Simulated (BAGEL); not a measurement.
# A workflow on BNH3OF (SMILES NB(O)F)

We compute a single-point energy (HF/6-31G*), then the energy (NEVPT2(2,2)/6-31G*), then a single-point energy (CASPT2(2,2)/6-31G*) of BNH3OF. 

The results are computed with BAGEL 1.2.2.

1 further run of the same task is left out (set aside as unsound or not needed).

## (1) The structure to begin with

BNH3OF has 7 atoms, charge 0, and is taken as a singlet. As SMILES, `NB(O)F`. The B2–O3 distance was set to 2.181 Å, away from the relaxed value. At this shape a bond of the SMILES string is far longer than usual.

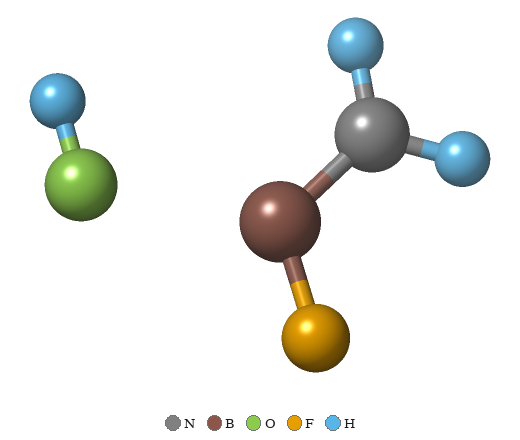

The structure, seen from a chosen angle (nitrogen grey, boron brown, oxygen green, fluorine amber, hydrogen blue).

## (2) The energy at HF/6-31G(d) (density fitting with svp-jkfit, spherical functions) (run 1)

Input file hf.json:

```json
{ "bagel" : [

{
  "title" : "molecule",
  "basis" : "6-31gs.json",
  "df_basis" : "svp-jkfit",
  "angstrom" : false,
  "geometry" : [
    { "atom" : "N", "xyz" : [ -2.21473067,  2.03439033, -0.80421264 ] },
    { "atom" : "B", "xyz" : [ -1.13550808, -0.34496383, -1.28930533 ] },
    { "atom" : "O", "xyz" : [  2.09060401, -1.97344099,  0.69352949 ] },
    { "atom" : "F", "xyz" : [ -2.14481081, -1.76698274, -3.11761536 ] },
    { "atom" : "H", "xyz" : [ -3.70496869,  2.65478742, -1.80123214 ] },
    { "atom" : "H", "xyz" : [ -1.60680578,  3.24551580,  0.51972949 ] },
    { "atom" : "H", "xyz" : [  2.78299966, -0.92445402,  1.99498387 ] }
  ]
},
{
  "title" : "hf"
},
{
  "title" : "print",
  "file" : "orbitals.molden",
  "orbitals" : true
}

]}
```

The basis set 6-31G* is read from a file made from the Basis Set Exchange's data (not shown).

Run with:

```sh
$ BAGEL_NUM_THREADS=1 BAGEL hf.json > hf.out
```

The program printed:

```text
* using 1 threads per process

  ===============================================================
  ===============================================================

  *** Geometry ***

  { "atom" : "N", "xyz" : [     -2.214731,      2.034390,     -0.804213 ] },
  { "atom" : "B", "xyz" : [     -1.135508,     -0.344964,     -1.289305 ] },
  { "atom" : "O", "xyz" : [      2.090604,     -1.973441,      0.693529 ] },
  { "atom" : "F", "xyz" : [     -2.144811,     -1.766983,     -3.117615 ] },
  { "atom" : "H", "xyz" : [     -3.704969,      2.654787,     -1.801232 ] },
  { "atom" : "H", "xyz" : [     -1.606806,      3.245516,      0.519729 ] },
  { "atom" : "H", "xyz" : [      2.783000,     -0.924454,      1.994984 ] },

  Number of auxiliary basis functions:      360

  Since a DF basis is specified, we compute 2- and 3-index integrals:
    o Being stored without compression. Storage requirement is 0.011 GB

  Number of basis functions:       62
  Number of electrons      :       32

    * METHOD: MOLECULE                             0.12

  *** RHF ***

  === Nuclear Repulsion ===
   100.4715049359

      * DIIS with orbital gradients will be used.

  === RHF iteration (6-31gs.json) ===
      0       -254.81361277          0.03429663           0.02
      1       -254.98406851          0.02577275           0.02
      2       -255.16571880          0.00335892           0.02
      3       -255.16923669          0.00132619           0.02
      4       -255.16998605          0.00033867           0.02
      5       -255.17006608          0.00013566           0.02
      6       -255.17008412          0.00006096           0.02
      7       -255.17008782          0.00001993           0.02
      8       -255.17008808          0.00000726           0.02
      9       -255.17008811          0.00000367           0.02
     10       -255.17008811          0.00000173           0.02
     11       -255.17008812          0.00000049           0.02
     12       -255.17008812          0.00000021           0.02
     13       -255.17008812          0.00000009           0.02
     14       -255.17008812          0.00000003           0.02
     15       -255.17008812          0.00000001           0.02
     16       -255.17008812          0.00000001           0.02
    * SCF iteration converged.

    * Permanent dipole moment:
           (    1.058207,    -1.819600,    -0.154629) a.u.

    * METHOD: HF                                   0.50

    * METHOD: PRINT                                0.01

  ===============================================================
```

Wall time 0.77 s (1 thread of Arm Neoverse V1, shared host); peak memory 0.15 GiB.

## (3) The energy at NEVPT2(2,2)/6-31G(d) (density fitting with svp-jkfit, spherical functions) (run 2)

Input file nevpt2.json:

```json
{ "bagel": [

{
  "title": "molecule",
  "basis": "6-31gs.json",
  "df_basis": "svp-jkfit",
  "geometry": [
    { "atom": "N", "xyz": [    -2.21473067,     2.03439033,    -0.80421264 ] },
    { "atom": "B", "xyz": [    -1.13550808,    -0.34496383,    -1.28930533 ] },
    { "atom": "O", "xyz": [     2.09060401,    -1.97344099,     0.69352949 ] },
    { "atom": "F", "xyz": [    -2.14481081,    -1.76698274,    -3.11761536 ] },
    { "atom": "H", "xyz": [    -3.70496869,     2.65478742,    -1.80123214 ] },
    { "atom": "H", "xyz": [    -1.60680578,     3.24551580,     0.51972949 ] },
    { "atom": "H", "xyz": [     2.78299966,    -0.92445402,     1.99498387 ] }
  ]
},

{
  "title": "hf"
},

{
  "title": "nevpt2",
  "nstate": 1,
  "nact": 2,
  "nclosed": 15,
  "nspin": 0,
  "active": [16, 17],
  "maxiter": 200,
  "natocc": "true",
  "ncore": 4
},

{
  "title": "print",
  "file": "orbitals.molden",
  "orbitals": "true"
}

]}
```

The basis set 6-31G* is read from a file made from the Basis Set Exchange's data (not shown).

Run with:

```sh
$ BAGEL_NUM_THREADS=1 BAGEL nevpt2.json > nevpt2.out
```

The program printed:

```text
* using 1 threads per process

  ===============================================================
  ===============================================================

  *** Geometry ***

  { "atom" : "N", "xyz" : [     -2.214731,      2.034390,     -0.804213 ] },
  { "atom" : "B", "xyz" : [     -1.135508,     -0.344964,     -1.289305 ] },
  { "atom" : "O", "xyz" : [      2.090604,     -1.973441,      0.693529 ] },
  { "atom" : "F", "xyz" : [     -2.144811,     -1.766983,     -3.117615 ] },
  { "atom" : "H", "xyz" : [     -3.704969,      2.654787,     -1.801232 ] },
  { "atom" : "H", "xyz" : [     -1.606806,      3.245516,      0.519729 ] },
  { "atom" : "H", "xyz" : [      2.783000,     -0.924454,      1.994984 ] },

  Number of auxiliary basis functions:      360

  Since a DF basis is specified, we compute 2- and 3-index integrals:
    o Being stored without compression. Storage requirement is 0.011 GB

  Number of basis functions:       62
  Number of electrons      :       32

    * METHOD: MOLECULE                             0.11

  *** RHF ***

  === Nuclear Repulsion ===
   100.4715049359

      * DIIS with orbital gradients will be used.

  === RHF iteration (6-31gs.json) ===
      0       -254.81361277          0.03429663           0.02
      1       -254.98406851          0.02577275           0.03
      2       -255.16571880          0.00335892           0.02
[... 13 lines of this table left out ...]
     16       -255.17008812          0.00000001           0.02
    * SCF iteration converged.

    * Permanent dipole moment:
           (    1.058207,    -1.819600,    -0.154629) a.u.

    * METHOD: HF                                   0.52

    * freezing 4 orbitals
  ---------------------------
      CASSCF calculation
  ---------------------------

    ==== Active orbitals : =====
         Orbital 16
         Orbital 17
    ============================

    * nstate   :      1
    * nclosed  :     15
    * nact     :      2
    * nvirt    :     45
  === CASSCF iteration (6-31gs.json) ===

    * Using the second-order algorithm

      0  0      -255.18554016     5.20e-03      0.01

      1  0      -255.20997075     2.05e-03      0.13
[... 35 lines of this table left out ...]
     19  0      -255.21514141     4.77e-09      0.10

    * Second-order optimization converged. *

     guess   0:   closed 1.                   open ..

  === FCI iteration ===

      0  0      -255.16423423     9.65e-02      0.00
      1  0      -255.21179354     2.04e-02      0.00
      2  0 *    -255.21514141     8.38e-16      0.00

     * ci vector, state   0, <S^2> = 0.0000
       2.     0.9661823134
       .2    -0.2578599179

  === DF-NEVPT2 calculation ===

    * 3-index integral transformation done
    * assembly done

      NEVPT2 correlation energy:   -0.5554356239      0.09

          (+0)     -0.4575417097
          (+0)'    -0.0344281294
          (+1)     -0.0168896810
          (+1)'    -0.0000000000
          (+2)     -0.0006457144
          (-1)     -0.0425314609
          (-1)'     0.0000000000
          (-2)     -0.0033989285

      NEVPT2 total energy:       -255.7705770362

    * METHOD: NEVPT2                               2.73

    * METHOD: PRINT                                0.01

  ===============================================================
```

It took 3.6 s on 1 thread of Arm Neoverse V1, shared host; peak memory 0.15 GiB.

## (4) The energy at CASPT2(2,2)/6-31G(d) (density fitting with svp-jkfit, spherical functions) (run 3)

Input file caspt2.json:

```json
{ "bagel" : [

{
  "title" : "molecule",
  "basis" : "6-31gs.json",
  "df_basis" : "svp-jkfit",
  "angstrom" : false,
  "geometry" : [
    { "atom" : "N", "xyz" : [    -2.21473067,     2.03439033,    -0.80421264 ] },
    { "atom" : "B", "xyz" : [    -1.13550808,    -0.34496383,    -1.28930533 ] },
    { "atom" : "O", "xyz" : [     2.09060401,    -1.97344099,     0.69352949 ] },
    { "atom" : "F", "xyz" : [    -2.14481081,    -1.76698274,    -3.11761536 ] },
    { "atom" : "H", "xyz" : [    -3.70496869,     2.65478742,    -1.80123214 ] },
    { "atom" : "H", "xyz" : [    -1.60680578,     3.24551580,     0.51972949 ] },
    { "atom" : "H", "xyz" : [     2.78299966,    -0.92445402,     1.99498387 ] }
  ]
},

{ "title" : "hf" },

{ "title" : "casscf", "nstate" : 1, "nact" : 2, "nclosed" : 15, "active" : [16, 17], "maxiter" : 200, "natocc" : true },

{ "title" : "print", "file" : "orbitals.molden", "orbitals" : true },

{ "title" : "smith", "method" : "caspt2", "ms" : true, "xms" : true, "sssr" : true, "shift" : 0.2, "shift_imag" : true, "ncore" : 4 }

]}
```

The basis set 6-31G* is read from a file made from the Basis Set Exchange's data (not shown).

Run with:

```sh
$ BAGEL_NUM_THREADS=1 BAGEL caspt2.json > caspt2.out
```

The program printed:

```text
* using 1 threads per process

  ===============================================================
  ===============================================================

  *** Geometry ***

  { "atom" : "N", "xyz" : [     -2.214731,      2.034390,     -0.804213 ] },
  { "atom" : "B", "xyz" : [     -1.135508,     -0.344964,     -1.289305 ] },
  { "atom" : "O", "xyz" : [      2.090604,     -1.973441,      0.693529 ] },
  { "atom" : "F", "xyz" : [     -2.144811,     -1.766983,     -3.117615 ] },
  { "atom" : "H", "xyz" : [     -3.704969,      2.654787,     -1.801232 ] },
  { "atom" : "H", "xyz" : [     -1.606806,      3.245516,      0.519729 ] },
  { "atom" : "H", "xyz" : [      2.783000,     -0.924454,      1.994984 ] },

  Number of auxiliary basis functions:      360

  Since a DF basis is specified, we compute 2- and 3-index integrals:
    o Being stored without compression. Storage requirement is 0.011 GB

  Number of basis functions:       62
  Number of electrons      :       32

    * METHOD: MOLECULE                             0.11

  *** RHF ***

[... 11 lines left out ...]
    * SCF iteration converged.
[... 1 line left out ...]
    * Permanent dipole moment:
[... 27 lines left out ...]
    * Second-order optimization converged. *
[... 9 lines left out ...]
     * ci vector, state   0, <S^2> = 0.0000
[... 16 lines left out ...]
    * Zeroth order energy : state  0       -0.7477524079

    * CASPT2 iteration is performed using orthogonal basis

      -------------------------------------------  CASPT2 iteration  ---------------------------------------------------
       #      aibj      arbs      arbi      airj      risj      airs      arst      rist         Etot      error   time
      ------------------------------------------------------------------------------------------------------------------

       0  -0.45689  -0.00405  -0.04291  -0.01804  -0.00085  -0.03188  -0.00000  -0.00000   -0.5546285  0.0017461   0.06
       1  -0.45704  -0.00407  -0.04307  -0.01820  -0.00088  -0.03230  -0.00000  -0.00000   -0.5555529  0.0002101   0.05
       2  -0.45704  -0.00407  -0.04305  -0.01820  -0.00089  -0.03231  -0.00000  -0.00000   -0.5555702  0.0000329   0.06
       3  -0.45704  -0.00407  -0.04305  -0.01820  -0.00089  -0.03232  -0.00000  -0.00000   -0.5555705  0.0000059   0.06
       4  -0.45704  -0.00407  -0.04305  -0.01820  -0.00089  -0.03232  -0.00000  -0.00000   -0.5555706  0.0000010   0.06

      ------------------------------------------------------------------------------------------------------------------

    * CASPT2 energy : state  0     -255.7727276385
        w/o shift correction       -255.7707119696
        reference weight              0.8660077468

    * METHOD: SMITH                                0.41

  ===============================================================
```

It took 3.9 s on 1 thread of Arm Neoverse V1, shared host; peak memory 0.15 GiB.

## (5) Outcome

| quantity | value |
| --- | --- |
| run 1, HF/6-31G*: total energy | -255.17009 Eh |
| run 1, HF/6-31G*: dipole moment | 5.36 D |
| run 1, HF/6-31G*: HOMO energy | -11.07 eV |
| run 1, HF/6-31G*: LUMO energy | 3.25 eV |
| run 1, HF/6-31G*: HOMO–LUMO gap | 14.32 eV |
| run 2, NEVPT2(2,2)/6-31G*: total energy | -255.77058 Eh |
| run 3, CASPT2(2,2)/6-31G*: total energy | -255.77273 Eh |
